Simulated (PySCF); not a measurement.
**C3H4O, charge +1, doublet, SMILES `[CH2+][CH]C=O`: what the electrons do**

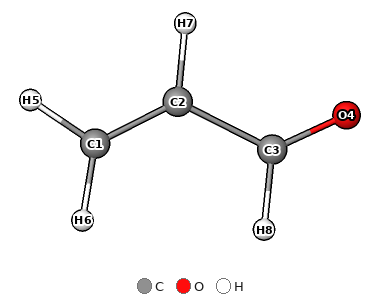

The molecule, with its atoms numbered as below. No frequency check shows the geometry to be a minimum.

Coordinates in Å:

```
C1      -1.7857   -0.1316   -0.0067
C2      -0.5821    0.3990    0.0093
C3       0.7197   -0.3179    0.0080
O4       1.8081    0.1155   -0.0108
H5      -2.6648    0.5112   -0.0168
H6      -2.0286   -1.1876   -0.0149
H7      -0.4112    1.4778    0.0232
H8       0.5292   -1.4232    0.0321
```

Part 1: Bonding charge

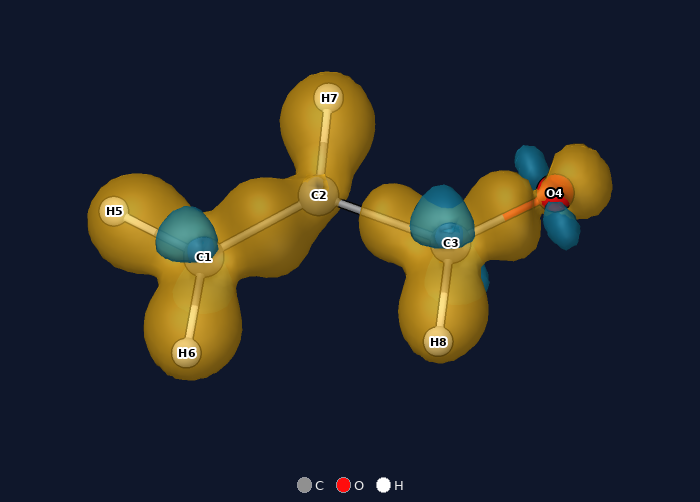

Deformation density (molecule less spherical, spin-averaged free atoms at the same positions), surfaces at ±0.15 e/Å³; yellow: gain, teal: loss.

Level of theory: M06-2X/6-311+G** (PySCF), at a geometry from GFN2-xTB. The stability of the open-shell solution wasn't checked. GFN2-xTB doesn't know the spin state, so this open-shell geometry is rough.

Q: How much density has each bond gained at its critical point, relative to the free atoms?

A: C1–H6: +0.79 e/Å³ at the bond critical point (bond length 1.08 Å). C1–H5: +0.78 e/Å³ at the bond critical point (bond length 1.09 Å). C2–H7: +0.76 e/Å³ at the bond critical point (bond length 1.09 Å). C1–C2: +0.73 e/Å³ at the bond critical point (bond length 1.31 Å). C3–H8: +0.66 e/Å³ at the bond critical point (bond length 1.12 Å). C3–O4: +0.64 e/Å³ at the bond critical point (bond length 1.17 Å). C2–C3: +0.34 e/Å³ at the bond critical point (bond length 1.49 Å). In all, 1.7 electrons gather in the regions of gain relative to the promolecule of neutral atoms (the regions of loss give up this much and the cation's charge besides).

Q: Where do the Hirshfeld charges lie?

A: The highest Hirshfeld charge is on C3 (+0.27 e), the lowest on C2 (+0.01 e).

| atom | charge (e) |
| --- | --- |
| C1 | +0.07 |
| C2 | +0.01 |
| C3 | +0.27 |
| O4 | +0.12 |
| H5 | +0.13 |
| H6 | +0.11 |
| H7 | +0.11 |
| H8 | +0.19 |

Part 2: Bond critical points

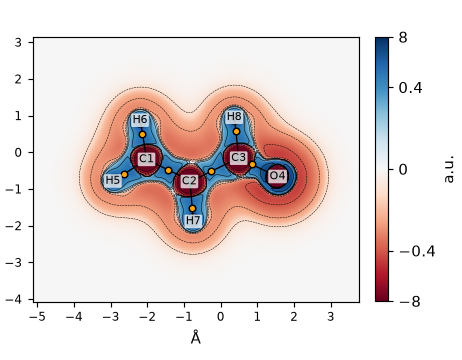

Negative Laplacian of the density (−∇²ρ) in the molecular plane (blue positive, red negative, colour scale in a.u., logarithmic beyond ±0.04), with bond paths and bond critical points (dots).

Q: Sort the bonds in the plane by the sign of ∇²ρ at their critical points.

A: Concentrated (∇²ρ < 0): C1–C2 (−1.09 a.u.); C1–H6 (−1.02 a.u.); C1–H5 (−1.01 a.u.); C2–H7 (−0.97 a.u.); C3–H8 (−0.85 a.u.); C2–C3 (−0.54 a.u.). Depleted (∇²ρ > 0): C3–O4 (+0.69 a.u., H = −0.734). A positive Laplacian with clearly negative H marks a strongly polar covalent bond, whose critical point lies close to the core of the less electronegative atom.

Q: Where along C3–H8 does the critical point lie?

A: 0.76 Å from C3 and 0.37 Å from H8.

Part 3: Local ionisation energy

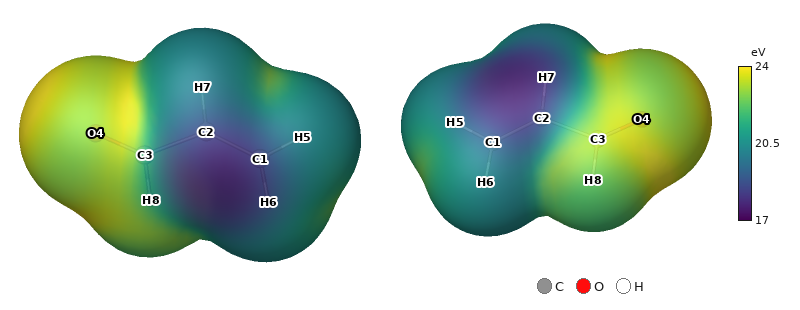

Average local ionisation energy on the surface of electron density 0.001 a.u. (back view left, front view right).

Q: Locate the minima of the map.

A: The lowest value is 17.4 eV, off the C1–C2 bond (2.1 to 2.2 Å from its atoms), and at like points elsewhere. Further minima include 20.4 eV, 1.3 Å from H6; 21.8 eV, 1.2 Å from H8; 22.6 eV, 1.7 Å from O4, and at like points elsewhere. For comparison, the highest occupied orbital lies at −16.3 eV.

Q: What volume does the surface enclose?

A: About 77 Å³.

Part 4: Spin density

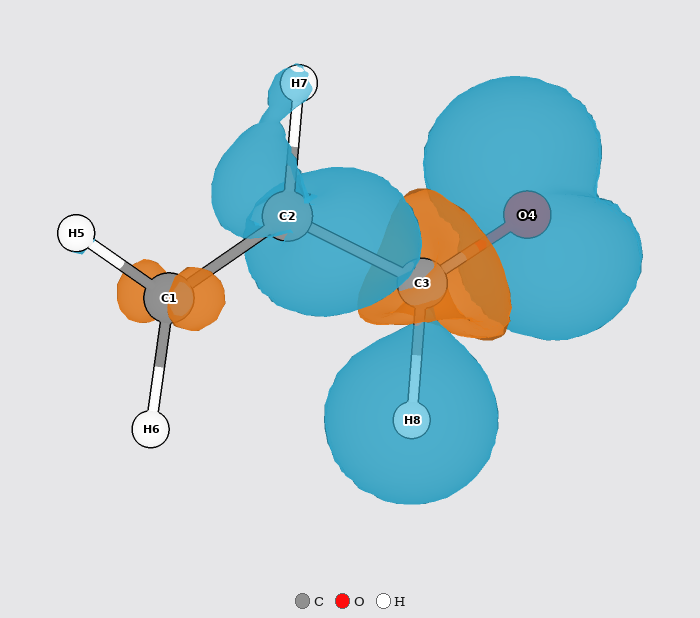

Spin density ρα − ρβ at ±0.03 e/Å³ (light blue: excess α, orange: excess β).

Q: Where is the unpaired spin?

A: Hirshfeld spin populations: O4 +0.65, H8 +0.13, C2 +0.13 and C3 +0.08. ⟨S²⟩ = 0.76, against 0.75 for a pure state. The picture also shows regions of β spin from spin polarisation; the Hirshfeld sums, whose atoms overlap, net them against the α spin of neighbours.

Part 5: In an electric field

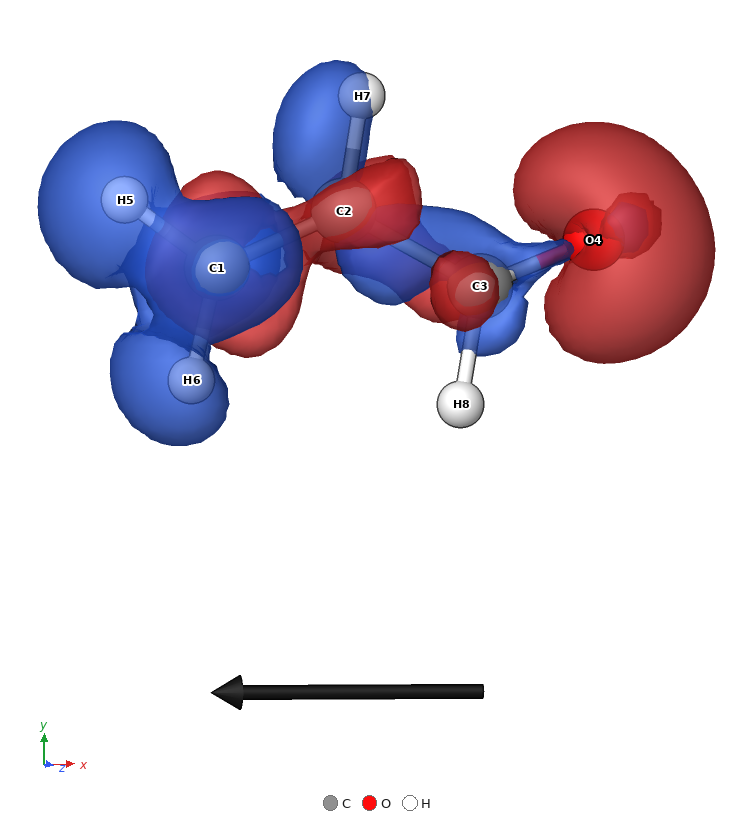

Change of the electron density in a uniform field of 0.51 V/Å along −x (arrow), surfaces at ±0.005 e/Å³ (red: gain, blue: loss).

Method: r2SCAN/def2-TZVP; geometry: GFN2-xTB; program: PySCF. A basis without diffuse functions makes polarisabilities too small. The stability of the open-shell solution wasn't checked. GFN2-xTB doesn't know the spin state, so this open-shell geometry is rough.

Q: How large is the response?

A: The induced dipole is 1.67 D (along the field); α along this axis, from the fields in both directions, is 64 bohr³ (9.5 Å³).

Q: Which atoms gain and lose the most charge?

A: Electrons gather most on O4 (Hirshfeld charge changes by −0.060 e) and leave C1 most (+0.035 e); 0.118 electrons are displaced in all.

The PySCF runs shown took 50 s and 3.4 min on 1 thread of Arm Neoverse V1 (shared host).
